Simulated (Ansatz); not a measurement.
# Phonons of Nb-W stack of (111) layers, part 3 of 3

The plan: relax Nb-W stack of (111) layers, check its phonons, and, if the lattice is stable, compute its Eliashberg function and ρ(T).

Ansatz 0.2.0; DFT PBEsol, scalar-relativistic, plane waves, PAW; PAW set soft_1.

So far, highest frequency, solved or plainly interpolated (cm⁻¹): step 5 (phonons: q 2×2×1, k 6×6×1) 255. Also lowest on path (cm⁻¹): step 5 -113.

**6. Phonons by linear response: q 3×3×1, k 9×9×1**

An imaginary mode on so few k-points may come from the sampling, so the phonons are repeated with another q and k mesh.

Contents of input.yaml:

```yaml
crystal:
  lattice:
    - [2.7236473271, 0.0, 0.0]
    - [-1.3618236635, 2.3587477762, 0.0]
    - [0.0, 0.0, 28.3972661742]
  atoms:
    - { symbol: Nb, position: [0.0, 0.0, 0.1910446062] }
    - { symbol: W, position: [0.3333333333, 0.6666666667, 0.2772620934] }
  periodic: [true, true, false]
kpoints:
  mp_grid: { grid: [9, 9, 1] }
hamiltonian:
  xc: pbesol
  pseudopotentials: { kind: paw, azcp: { folder: soft_1 }, xc_functional: pbe }
scf:
  occupations: { method: methfessel_paxton, width: 0.2 }
output:
  eigenvalues: true
phonons:
  method: dfpt
  qmesh: [3, 3, 1]
  temperatures: { t_max: 1000, t_step: 50 }
  qpath:
    path:
      - [0.0, 0.0, 0.0]
      - [0.5, 0.0, 0.0]
      - [0.33333333, 0.33333333, 0.0]
      - [0.0, 0.0, 0.0]
    npoints: 10
```

Run with:

```sh
$ ansatz run input.yaml --threads 8 --pin off --max-ram 20480MiB --backend cpu --events-out ev --progress --plain --runs-dir out
```

Numbers of over 12 decimals in the logs are rounded to 6 here.

Log:

```text
[...]
Crystal: 2 atoms, lattice volume = 182.435 Å³
Basis set: ecut = 420 eV, 3593 PW (Γ), exchange–correlation on 40×40×384 points (8 copies of the dense FFT grid, shifted against one another)
Bands: 18, of which v1, the nominal top of the filled ones, is band 14 counted from 1 (13 counted from 0)
Symmetry: 6 space group operations
k-points: 12 of 81 (time reversal used)
[...]
SCF iter   1: F=—  HF=-14751.872163 eV  |F-HF|=—  |Δ(HF+E_count)|=         —  Δρ=3.68e-2  dr2=1.43e1  ethr=3.10e-3  ⟨swp⟩=11.7  Hψ=1866  notcnv=0
[...]
SCF iter  15: F=-14750.228380 eV  HF=-14750.228380 eV  |F-HF|=2.55e-11  |Δ(HF+E_count)|=  1.29e-10  S|Δr|=    0.00e0  Δρ=1.13e-8  dr2=2.28e-13  ethr=1.00e-12  ⟨swp⟩=15.4  Hψ=1752  notcnv=0
SCF 1 converged in 15 iterations: F = -14750.228380 eV  dr2 = 2.28e-13
[...]
WARN: eigensolver did not converge in 3 slots of this pass, the one above among them; of largest residual over every band (k=1): 1 band(s) unlocked (lowest unlocked band 17, counted from 0; max residual 8.42e-4 eV among the unlocked bands, 8.42e-4 eV over every band); of lowest unlocked band (k=1): band 17
[...]
SCF converged after 15 iterations
[...]
Free energy (F): -14750.228380 eV
[...]
Internal energy: -14750.227566 eV  (E = F + TS)
E sigma→0 (E₀):  -14750.228177 eV
Entropy (-TS):   -0.000814 eV (-0.407 meV/atom)
Fermi energy:    -5.089717 eV
[...]
--- Band table (eV; the first three rows and the last of 12) ---
  k-point 0: bands = [... 10 lower, -6.8409, -5.9043, -5.2297, -5.2297, -4.6818, -4.6818, -4.6197, -1.8592]
  k-point 1: bands = [... 10 lower, -6.6637, -6.0916, -5.7390, -5.0839, -4.8972, -4.7300, -4.2083, -2.2211]
  k-point 2: bands = [... 10 lower, -7.1310, -6.3721, -6.2343, -5.5340, -4.6382, -3.4771, -3.0737, -2.4342]
  k-point 11: bands = [... 10 lower, -7.2137, -6.0098, -5.9926, -5.3346, -5.2779, -3.4971, -2.0432, -1.6557]
[...]
ASR residual: 2.056e-5 → 0.000e0 eV/Å²; symmetrization residual: 7.398e-6 eV/Å²
  ASR residual per site (eV/Å²): 1.80e-5 2.06e-5
  Γ frequencies (cm⁻¹): -50.69 -50.69 0.00 0.00 0.00 202.86
--- Phonons (arbitrary-q DFPT): 3 irreducible q on the 3×3×1 mesh ---
[...]
q = [0.3333, 0.3333, 0.0000] (star 2, 4 solved perturbations in 128 linear systems a pass and spin channel, the states on 45 of 81 k-point pairs; hermiticity 9.79e-7, symmetrization 2.23e-7): 62.24 109.99 138.10 170.89 235.30 247.42
[...]
interpolated dispersion: 31 rows × 6 modes
[...]
```

The job ended after 17 s (8 threads of INTEL XEON PLATINUM 8581C at 2.30GHz (Emerald Rapids), shared host; peak memory 1 GiB; 2 min of CPU time).

Numbers from this step:

* share of imaginary modes in the plain interpolation between solved wavevectors: 0.062
* highest frequency, solved or plainly interpolated: 270.3 cm⁻¹

Solved on the 3×3×1 mesh alone; all other wavevectors are interpolated. Phonon branches along the path, in cm⁻¹:

```csv
point,branch 1,branch 2,branch 3,branch 4,branch 5,branch 6
Γ,-51,-51,0,0,0,203
M,56,77,78,154,208,270
K,62,110,138,171,235,247
Γ,-51,-51,0,0,0,203
```

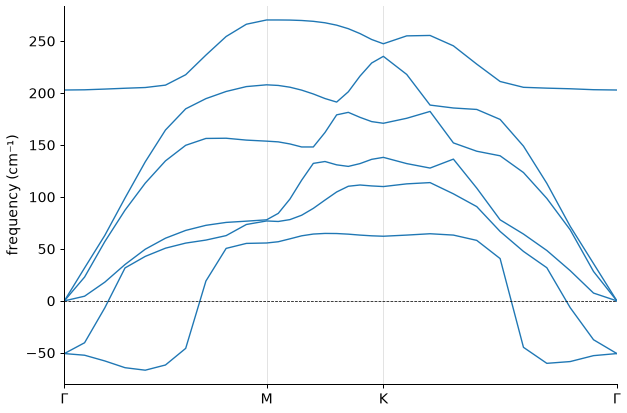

Phonon branches along the path.

The modes has structure finer than the step of the table below, so its rows give means over 25 cm⁻¹, whole bins alone (the curve runs from -76.7 to 288 cm⁻¹). Peaks (cm⁻¹: height): Nb -63.0: 0.0160, 63.3: 0.0285, 77.1: 0.0152, 134.5: 0.0152, 150.6: 0.0216, 205.7: 0.0302, 256.2: 0.0211; W 63.3: 0.0460, 77.1: 0.0250, 111.6: 0.0190, 132.2: 0.0200, 150.6: 0.0203, 203.4: 0.0239.

Phonopy on the run's constants, 21x21x1 mesh, Gaussian sigma 2.6 cm⁻¹. Modes against wavenumber; means over each step; values in 1/cm⁻¹/cell:

```csv
wavenumber (cm⁻¹),Nb,W
-50,0.00803,6.6e-4
-25,0.00259,6.1e-4
0,3.9e-4,9.5e-4
25,0.00253,0.00567
50,0.00905,0.0240
75,0.0143,0.0231
100,0.00740,0.0129
125,0.00943,0.0112
150,0.0137,0.0134
175,0.00802,0.00814
200,0.0142,0.0175
225,0.00747,9.7e-4
250,0.0135,5.8e-4
275,0.00668,1.9e-4
```

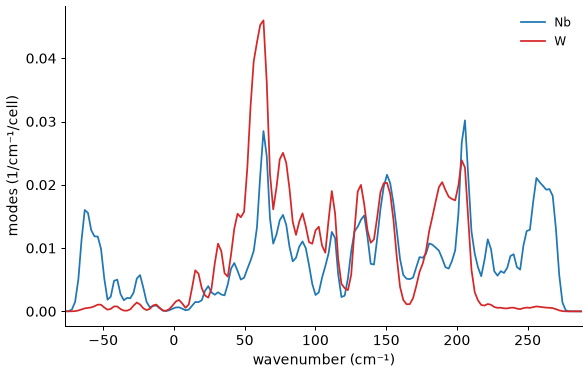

Modes against wavenumber.

No LO-TO term; unit eigenvectors of the mass-weighted matrix. Modes at Γ, with each element's share of the kinetic energy (negative means imaginary):

```csv
mode,frequency (cm⁻¹),symmetry,Nb %,W %
1,-50.7,E,66,34
2,-50.7,E,66,34
3,0.0,unnamed,34,66
4,0.0,unnamed,34,66
5,0.0,unnamed,34,66
6,202.9,A1,66,34
```

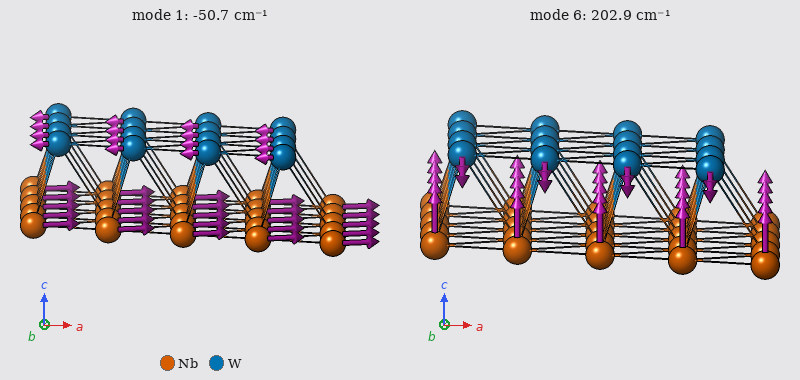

Displacement patterns of modes 1 and 6 at Γ; arrows are exaggerated. 4×4×1 cells are drawn. Some periodic images of atoms are drawn too.

Among the solved wavevectors the lowest mode, translations apart, is -50.7 cm⁻¹, imaginary.

**7. Phonons by linear response: Fermi–Dirac smearing of 0.3 eV**

The phonons are repeated on the same meshes with a wide Fermi–Dirac smearing, to see whether the soft mode comes from sharp features of the Fermi surface.

input.yaml, as its differences from that of step 6:

```diff
@@ -15,3 +15,3 @@
 scf:
-  occupations: { method: methfessel_paxton, width: 0.2 }
+  occupations: { method: fermi_dirac, width: 0.3 }
 output:
```

Log:

```text
band count auto-derived: 21 (N_el = 27.0; filled up to band 14; 18 by the electrons, moments and atoms)
[...]
Crystal: 2 atoms, lattice volume = 182.435 Å³
Basis set: ecut = 420 eV, 3593 PW (Γ), exchange–correlation on 40×40×384 points (8 copies of the dense FFT grid, shifted against one another)
Bands: 21, of which v1, the nominal top of the filled ones, is band 14 counted from 1 (13 counted from 0)
Symmetry: 6 space group operations
k-points: 12 of 81 (time reversal used)
[...]
SCF iter   1: F=—  HF=-14752.172525 eV  |F-HF|=—  |Δ(HF+E_count)|=         —  Δρ=3.66e-2  dr2=1.52e1  ethr=3.10e-3  ⟨swp⟩=12.2  Hψ=2165  notcnv=0
[...]
SCF iter  13: F=-14750.589876 eV  HF=-14750.589876 eV  |F-HF|=1.76e-10  |Δ(HF+E_count)|=  1.02e-10  Δρ=3.60e-8  dr2=4.71e-12  ethr=1.00e-12  ⟨swp⟩=15.2  Hψ=2311  notcnv=0
SCF 1 converged in 13 iterations: F = -14750.589876 eV  dr2 = 4.71e-12
[...]
SCF converged after 13 iterations
Free energy (F): -14750.589876 eV
[...]
Internal energy: -14749.848386 eV  (E = F + TS)
E sigma→0 (E₀):  -14750.219131 eV
Entropy (-TS):   -0.741489 eV (-370.745 meV/atom)
Fermi energy:    -5.083662 eV
[...]
--- Band table (eV; the first three rows and the last of 12) ---
  k-point 0: bands = [... 10 lower, -6.8586, -5.9479, -5.3034, -5.3034, -4.6889, -4.6889, -4.6621, -1.8786, ... 3 higher]
  k-point 1: bands = [... 10 lower, -6.6811, -6.1367, -5.8000, -5.1140, -4.9268, -4.8024, -4.2153, -2.2422, ... 3 higher]
  k-point 2: bands = [... 10 lower, -7.1591, -6.4272, -6.2749, -5.5625, -4.6639, -3.5228, -3.1056, -2.4622, ... 3 higher]
  k-point 11: bands = [... 10 lower, -7.2073, -6.0991, -6.0701, -5.3451, -5.2962, -3.5231, -2.0595, -1.6762, ... 3 higher]
[...]
ASR residual: 2.909e-3 → 0.000e0 eV/Å²; symmetrization residual: 5.762e-5 eV/Å²
  ASR residual per site (eV/Å²): 2.91e-3 2.88e-3
  Γ frequencies (cm⁻¹): -39.38 -39.38 0.00 0.00 0.00 190.08
--- Phonons (arbitrary-q DFPT): 3 irreducible q on the 3×3×1 mesh ---
[...]
interpolated dispersion: 31 rows × 6 modes
[...]
```

Wall time 19 s (8 threads); peak memory 1.1 GiB.

This step gave:

```yaml
share_of_imaginary_modes_in_the_plain_interpolation_between_solved_wavevectors: 0.0688
highest_frequency_solved_or_plainly_interpolated: 255.6 cm⁻¹
```

Solved on the 3×3×1 mesh alone; all other wavevectors are interpolated. Phonon branches along the path, in cm⁻¹:

```csv
point,branch 1,branch 2,branch 3,branch 4,branch 5,branch 6
Γ,-39,-39,0,0,0,190
M,52,64,68,144,202,256
K,88,96,147,170,207,228
Γ,-39,-39,0,0,0,190
```

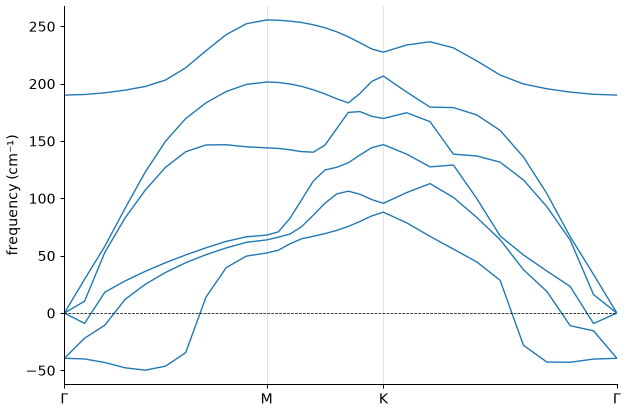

Phonon branches along the path.

Among the solved wavevectors the lowest mode, translations apart, is -39.4 cm⁻¹, imaginary.

Between step 6 and this run (occupations Fermi-Dirac and smearing width 0.3 eV) the value for the highest frequency, solved or plainly interpolated moves from 270 cm⁻¹ to 256 cm⁻¹ (-5 %).

**8. Summary of results**

| Property | Result |
| --- | --- |
| phonon run of the rows without a label of their own | PBEsol, q 3×3×1, k 9×9×1 |
| softest mode on the q mesh | -50.7 cm⁻¹ at q = (0, 0, 0) |
| highest frequency, solved or plainly interpolated | 270 cm⁻¹ |

The lattice is dynamically unstable at this level: a mode at q = (0, 0, 0) is imaginary, 50.7i cm⁻¹, so no harmonic coupling constant or resistivity is defined for this structure. These meshes are coarse, and single modes of a metal can move by tens of cm⁻¹ with the k mesh. The coarser mesh found an imaginary mode at another wavevector, which this mesh lacks. Spin–orbit coupling, left out here, matters for W. The PAW files were made for PBE; under other functionals the run regenerates their frozen core. The structure was built by hand as an ordered model, and its stability against other phases was not tested.

[Logs are printed without paths, hosts, clocks, repeated set-up lines and the standing remarks that a program may print on its own settings, such as how far it seeks lower states.]

[Hosts, paths, dates, database ids (printed as entryN), source tags and the programs' standing remarks are cut or masked in the printed files.]
